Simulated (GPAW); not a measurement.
## Property calculation of InH2O

System: InH2O, multiplicity 2, SMILES [OH][InH].
Method: revPBE/dzp, UKS, dispersion D3(0), scalar-relativistic datasets (GPAW 26.7.0).

The geometry comes from this level: PBE0-D4/def2-TZVP.

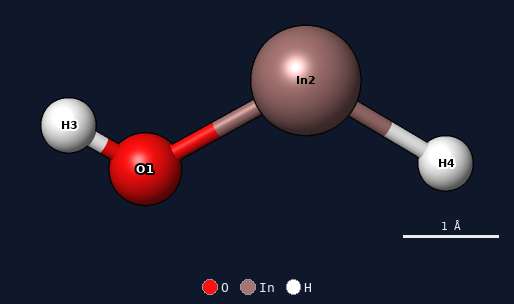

Figure 1. The structure (ball-and-stick view, seen at a tilt; atoms are numbered from 1 in the order of the input). Sticks mark near contacts. Bond lengths as drawn: H–In 1.77 Å, H–O 0.96 Å and In–O 2.00 Å.

### Summary

- outcome: converged
- energy relative to the program's reference atoms: −13.1084 eV
- dispersion energy: −0.000496 hartree
- basis functions: 46
- largest force: 1.385 eV/Å
- dipole moment: 1.75 D
- hardware: 1 thread of Intel Xeon (Granite Rapids), 12 GiB of memory available, shared host
- wall time: 26 s
- peak memory: 1.1 GiB

### The input (molecule.py)
```python
from ase.calculators.mixing import SumCalculator
from ase.io import read
from dftd3.ase import DFTD3
from gpaw import GPAW
from gpaw.analyse.hirshfeld import HirshfeldPartitioning

# Structure
mol = read('molecule.sdf')
mol.center(vacuum=5.0)
mol.set_initial_magnetic_moments([1.0, 0.0, 0.0, 0.0])

# Ground state
calc = GPAW(mode='lcao',
            h=0.16,
            legacy_gpaw=True,
            basis='dzp',
            symmetry='off',
            maxiter=100,
            xc='revPBE',
            occupations={'name': 'fermi-dirac', 'width': 0.0, 'fixmagmom': True},
            txt='molecule.txt')
mol.calc = SumCalculator([DFTD3(method='revPBE', damping='d3zero'), calc])

energy = mol.get_potential_energy()
print(f'Energy                  {energy:.5f} eV')
forces = mol.get_forces()
print('Forces (eV/Ang)')
for symbol, f in zip(mol.symbols, forces):
    print(f'{symbol:2} {f[0]:9.4f} {f[1]:9.4f} {f[2]:9.4f}')
print('Moments:', calc.get_magnetic_moments(mol).round(3))
hirshfeld = HirshfeldPartitioning(calc)
charges = hirshfeld.get_charges()
volumes = hirshfeld.get_effective_volume_ratios()
for symbol, q, v in zip(mol.symbols, charges, volumes):
    print(f'{symbol:2} charge {q:7.3f}  volume ratio {v:6.3f}')
```

### File molecule.sdf
```

     RDKit          3D

  4  3  0  0  0  0  0  0  0  0999 V2000
   -0.2984   -1.0206    0.2950 O   0  0  0  0  0  0  0  0  0  0  0  0
    0.5639    0.7466   -0.0885 In  0  0  0  0  0  2  0  0  0  0  0  0
    0.2368   -1.6294    0.8091 H   0  0  0  0  0  0  0  0  0  0  0  0
   -0.4467    1.8430   -1.0360 H   0  0  0  0  0  0  0  0  0  0  0  0
  2  1  1  0
  3  1  1  0
  4  2  1  0
M  RAD  1   2   2
M  END
$$$$
```

Launched with:
```bash
python3 molecule.py
```

### The program's output
```
Energy                  -13.10841 eV
Forces (eV/Ang)
O    -1.2432    0.1270   -0.5966
In    0.5991    0.5991    0.0114
H     0.7847   -0.8584    0.7443
H    -0.1891    0.1306   -0.1474
Moments: [ 0.093  0.183 -0.001  0.069]
O  charge  -0.326  volume ratio  1.043
In charge   0.346  volume ratio  0.857
H  charge   0.111  volume ratio  0.714
H  charge  -0.129  volume ratio  0.909
```

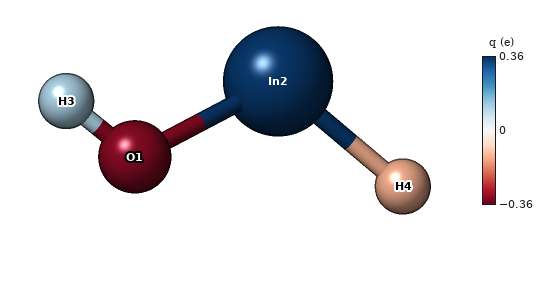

Figure 2. Hirshfeld charges, as the colour of each atom (ball-and-stick view, seen at a tilt; atoms are numbered from 1 in the order of the input). By element: O −0.33, In +0.35 and H −0.13 to +0.11 e.
